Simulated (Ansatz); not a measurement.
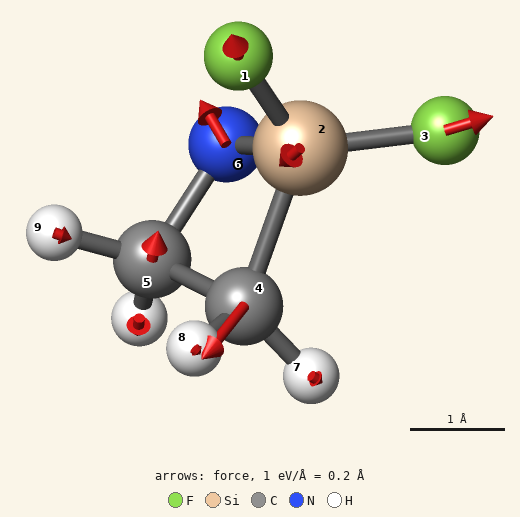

Starting geometry of C$_{2}$H$_{5}$F$_{2}$NSi (coarse preliminary run) with the computed forces as red arrows. Style: ball-and-stick. Shown from a free direction.

The start comes from a force field.

The calculation used Ansatz 0.2.0, RKS PBE-D4/def2-SVP.

Input
```yaml
crystal:
  periodic: [false, false, false]
  atoms:
    - {symbol: F, position_ang: [-0.117300, -0.546200, 2.401900]}
    - {symbol: Si, position_ang: [0.382000, -0.751900, 0.926400]}
    - {symbol: F, position_ang: [1.408200, -1.916200, 0.743900]}
    - {symbol: C, position_ang: [-0.714200, -0.465600, -0.470700]}
    - {symbol: C, position_ang: [-0.263100, 0.987000, -0.489200]}
    - {symbol: N, position_ang: [0.991500, 0.693400, 0.242800]}
    - {symbol: H, position_ang: [-0.520600, -1.033000, -1.373100]}
    - {symbol: H, position_ang: [-1.818600, -0.560500, -0.270000]}
    - {symbol: H, position_ang: [-0.907600, 1.718500, 0.112500]}
    - {symbol: H, position_ang: [-0.113200, 1.417500, -1.450100]}
    - {symbol: H, position_ang: [1.738400, 0.400100, -0.353700]}
basis:
  gaussian: {orbitals: def2-SVP}
hamiltonian: {xc: pbe, dispersion: d4}
relax: {f_tol: 0.03, max_steps: 200}
```

Run as
```bash
ansatz run in.yaml --threads 4 --pin off --events-out ev --progress --plain --max-ram 10444MiB
```

Is this structure relaxed? If not, where do the atoms go?

It isn't relaxed: the largest force vector, on C4, is 4.98 eV/Å. The final displacements have little in common with the starting forces (cosine between the two patterns 0.07). Over 9 accepted moves (10 points after the start) the energy falls by 30.5 kcal/mol. The largest force component goes from 5 to 0.014 eV/Å. The line search rejected the trial step at point 7 of the run. H11 moves most after the best rigid fit: 1.24 Å. Largest moves by element: H 1.24 Å, F 0.49 Å, C 0.22 Å, Si 0.15 Å, N 0.04 Å. Some distances before and after: Si2–C4 1.799 → 1.874 Å, Si2–F3 1.563 → 1.632 Å, F1–Si2 1.571 → 1.632 Å, C5–H10 1.064 → 1.114 Å. Among the angles between lasting bonds that change: Si2–N6–H11 104.9° → 142.3°, F1–Si2–F3 114.6° → 102.4°, C5–N6–H11 113.3° → 123.1°. Groups turn about C4–C5 by about 20°. Cost: 17 s on 4 threads of Arm Neoverse V1 (shared host).
